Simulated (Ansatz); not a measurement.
```xyz
19

Al   -2.1603   -2.1622   -0.0476
Al   -1.9097   -0.0161   -1.8953
Al   -3.8075   -0.1341    0.1083
Al   -2.1655    0.0314    2.1412
Al   -1.9223    1.8801   -0.0009
Al    0.0100   -2.0228   -2.0199
Al   -0.1180   -3.7891   -0.0226
Al    0.0048   -1.9301    1.9280
Al    1.9079   -1.8796   -0.0039
Al    0.1231   -0.0252   -3.7903
Al   -0.0193    1.9295   -1.9349
Al    2.1530   -0.0318   -2.1457
Al   -0.0070    0.0011   -0.0016
Al   -0.0246    2.0223    2.0187
Al    1.8966    0.0159    1.8921
Al    2.1485    2.1621    0.0439
Al   -0.1363    0.0225    3.7867
Al    0.1046    3.7851    0.0185
Al    3.7942    0.1321   -0.1103
```

These are results of Ansatz, DFT PBE, Gaussian basis def2-SVP, not measurements.

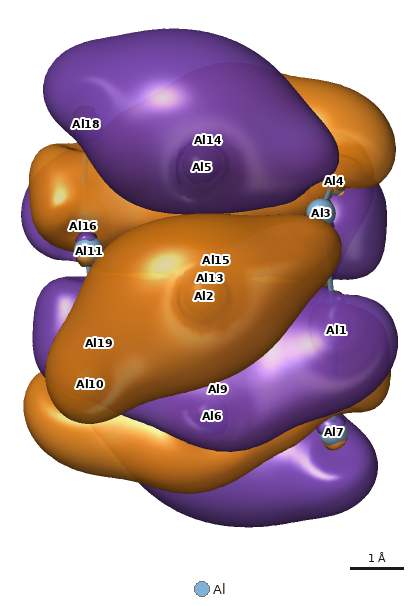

Al19 (doublet). The LUMO (α) at ±0.03 Å⁻³ᐟ² (orange and purple are the two phases), seen at a tilt.

> What is the character of this orbital?

Its weight (Hirshfeld) is mainly on Al2 (about 15 %), Al5 (about 15 %), Al15 (about 15 %) and Al9 (about 15 %); it is gerade (even under inversion). Its energy is −3.94 eV.
